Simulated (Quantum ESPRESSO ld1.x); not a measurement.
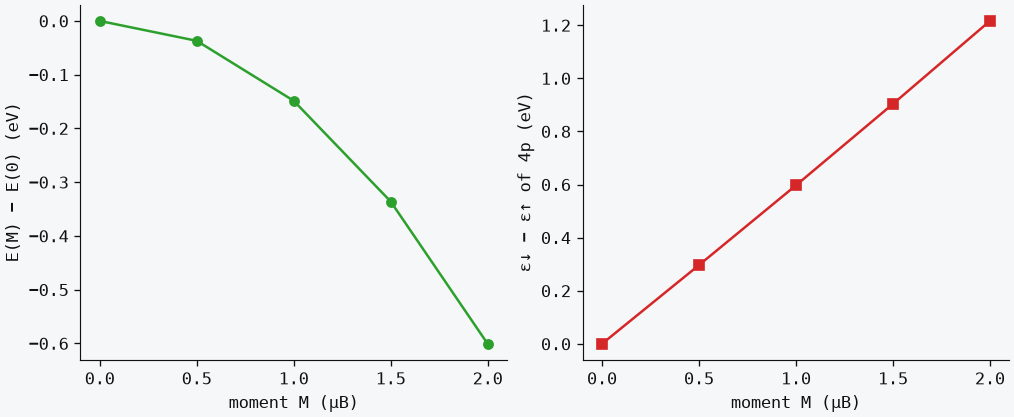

For Ge in [Ar] 3d10 4s2 4p2, the spin moment of the 4p shell is fixed at a series of values. Computed with Quantum ESPRESSO ld1.x 7.5: non-relativistic Kohn-Sham, LDA (Slater exchange, Perdew-Wang correlation), spin-polarised, spherical densities, point nucleus. The plot shows the energy and the exchange splitting.

Q: Describe both curves.

A: The energy falls with the moment, to −0.601 eV at M = 2 μB, the largest moment run, in line with Hund's first rule (at fractional spins the functional's fractional-spin error adds to the fall). A fit E = −I M²/4 gives an exchange integral I of about 0.60 eV, and the exchange splitting grows nearly in proportion to M, to 1.22 eV (0.61 eV per μB).
